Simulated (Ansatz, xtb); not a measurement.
## Loss of CH4: C3H9N → C2H5N + CH4

Species: C3H9N (trimethylamine) `CN(C)C`, singlet; C2H5N (N-methylmethanimine) `C=NC`, singlet; CH4 (methane) `C`, singlet. 

Shapes, held fixed at every level: PBE0-D4/def2-TZVP. Programs: Ansatz 0.2.0, xtb 6.7.1, xtb 6.7.1 later snapshot. The zero-point and thermal change to 298 K, harmonic and unscaled (PBE0-D4/def2-TZVP), is -13.4 kJ/mol.

```csv
level,kind,ΔH(298 K) (kJ/mol),less CCSD(T)/CBS estimate,CPU time (sum over the molecules)
GFN0-xTB,semi-empirical,+67.6,+35.0,0.14 s
HF/def2-TZVPP,Hartree–Fock,+8.9,-23.7,–
SPW92/def2-TZVPP,LDA,+79.0,+46.4,7.6 s
r2SCAN-D4/def2-TZVPP,meta-GGA,+35.0,+2.4,23 s
wB97X-V/def2-TZVPP,range-separated hybrid,+42.5,+9.9,35 s
CCSD/def2-SVP,coupled cluster or CI,+34.7,+2.1,–
CCSD(T)/def2-TZVPP,coupled cluster or CI,+29.6,-3.0,7 min
CCSD(T)/CBS estimate,coupled cluster or CI,+32.6,0.0,9.1 min
```

The highest level, CCSD(T)/CBS estimate, gives ΔH(298 K) = +32.6 kJ/mol; the levels span +8.9 to +79.0. The column of differences is taken from that level and isn't an error. No measured value is set beside it here. The CBS estimate extrapolates MP2 from def2-TZVPP and def2-QZVPP and adds CCSD(T) − MP2 in the triple-zeta set, cores frozen. Times are processor times on shared x86 and Arm servers, and rough.

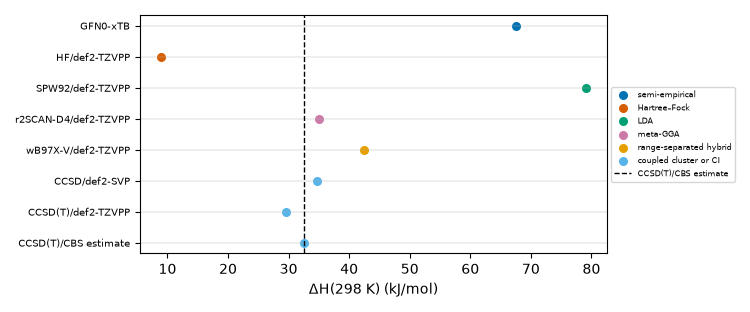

The values of the table, level by level.
